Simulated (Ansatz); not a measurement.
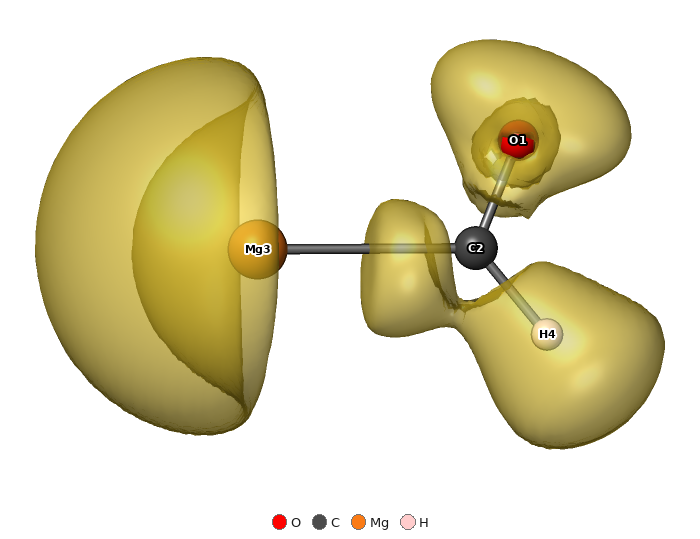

Figure. CHMgO (doublet). Isosurface of the ELF at 0.75 (yellow), seen across its widest extent. Only the valence region is drawn (cores and ρ < 0.01 e/Å³ removed).

All numbers below come from UKS LDA/def2-SVP in Ansatz 0.2.0.

```xyz
4

O    -0.1300    0.0593    1.6090
C    -0.9318   -0.3825    0.8238
Mg   -0.2316   -0.2098   -1.3191
H    -1.9163   -0.8230    1.2239
```

What do the ELF domains correspond to?

Answer. The surface consists of one region around a hydrogen nucleus, one region on O in which the atom's valence shell and bonds are merged and one region wrapped around Mg (its valence shell). Profiles from the grid: C–O (1.21 Å): the ELF peaks at about 0.85 between the atoms (a short, multiple covalent bond). C–Mg (2.26 Å): the ELF peaks at about 0.95 in the valence shell of C, 0.8 Å from its nucleus, and is about 0.70 at the midpoint.
